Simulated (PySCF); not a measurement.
Consider C₅H₁₂AlFS.

```tsv
atom	x (Å)	y (Å)	z (Å)
C	-1.9090	2.0724	-0.2106
Al	-1.4775	0.1341	-0.4137
C	-1.2326	-1.1398	1.1103
S	0.9141	0.5292	-1.2274
C	1.1721	-1.2269	-1.5753
C	1.5720	0.7930	0.3743
C	2.2719	0.0065	1.1768
F	2.6122	-1.2640	0.9002
H	-1.3158	2.6184	0.5342
H	-2.9543	2.2106	0.0900
H	-1.7963	2.6233	-1.1533
H	-1.7506	-0.5375	-1.8018
H	-1.6590	-2.1165	0.8443
H	-1.8387	-0.7793	1.9521
H	-0.2428	-1.3489	1.5301
H	2.2245	-1.4739	-1.4910
H	0.8356	-1.3721	-2.5975
H	0.5667	-1.8278	-0.8996
H	1.3720	1.7989	0.7054
H	2.6303	0.3108	2.1493
```

Geometry: GFN2-xTB.

Method: PySCF, PBE0/pcSseg-1, SCF density, gas phase, non-relativistic.

Predict the electron density and electron localisation function between the atoms.

Answer. C–C (1.32 Å): ρ at the midpoint is about 2.3 e/Å³; the ELF peaks at about 0.90 between the atoms (a multiple bond).
C–F (1.34 Å): the density is about 2.3 e/Å³ at the midpoint; the ELF peaks at about 0.85 between the atoms; a shared but strongly polarised pair.
C–S (1.75 Å): ρ is about 1.4 e/Å³ halfway; the ELF peaks at about 0.95 between the atoms; a covalent bond.
C–H (1.08 Å): ρ is about 2 e/Å³ halfway; the ELF climbs to about 1 towards the hydrogen, as it does in any bond to H (an ordinary covalent bond to hydrogen).

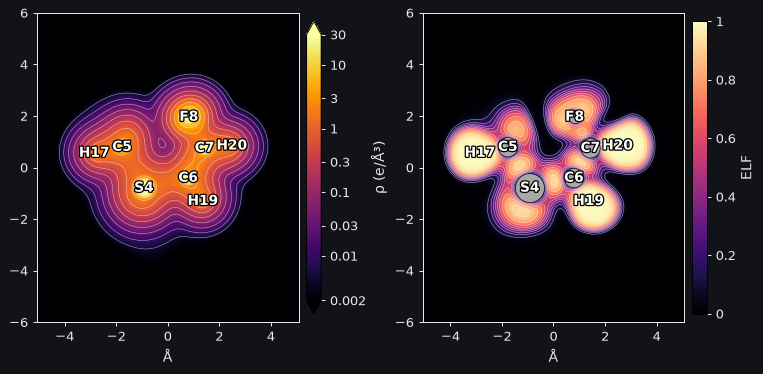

Computed electron density and electron localisation function on the plane of atoms S4, C6 and H19, in this order. Grey discs cover the atomic cores in the ELF map. 
